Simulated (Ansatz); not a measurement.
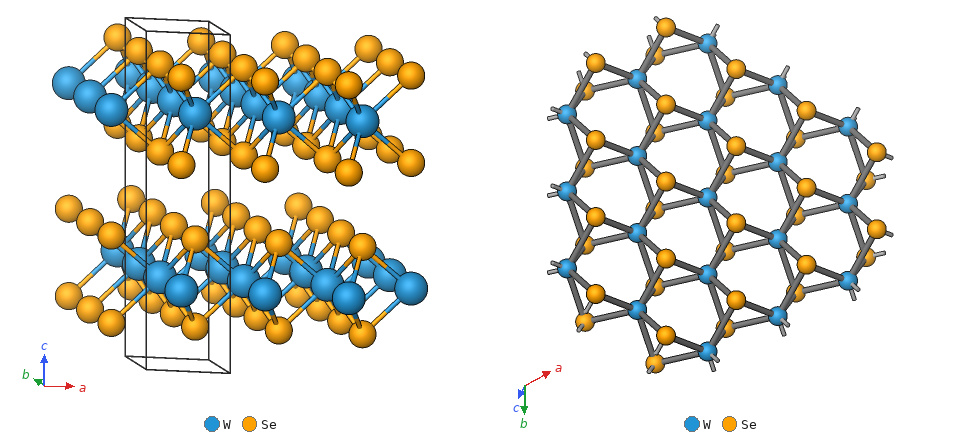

Left: the structure. Right: its underlying net. Nodes are coloured by element. One layer is drawn. Edges to nodes outside the piece are drawn as stubs.

The compound is WSe₂ (space group P6_3/mmc, No. 194), taken as the input geometry of an electronic-structure calculation (not necessarily at equilibrium).

Bonds are taken as Se–W below 2.8 Å; no other contact counts. Atoms with one bond or none are removed and atoms with two bonds are replaced by edges, until no such atom is left.

The result is a binodal (3,6)-connected, two-periodic (layers) net: Se is a 3-connected node; W is a 6-connected node, in the ratio 2:1. It is the net of the trigonal-prismatic layers of 2H-MoS2. The layers lie parallel to (001).

```
node  links  point symbol  coordination sequence
  Se      3            4³           3 13 9 24 15
   W      6        4³·6¹²           6 6 18 12 30
```
